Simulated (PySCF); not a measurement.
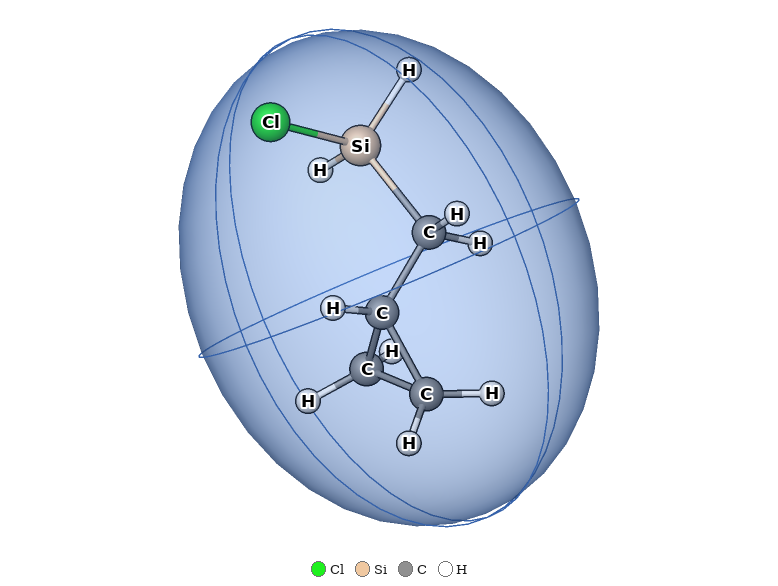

The ellipsoid shows the static dipole polarisability: its half-axes are proportional to the principal values. Computed geometry: GFN2-xTB optimisation. No frequency run is at hand to confirm it as a minimum. Level of theory: PBE0/def2-SVPD (PySCF 2.14.0).

How large and how anisotropic is the polarisability?

Principal values 76.0, 79.1, 98.1 bohr³; mean 84.4 bohr³ (12.51 Å³); anisotropy 20.6 bohr³, so the longest axis is 1.29 times the shortest.

The geometry is semi-empirical. Around Si such bond lengths and angles can be off by a tenth of an ångström or more and by several degrees, and values that hang on the shape move with them.
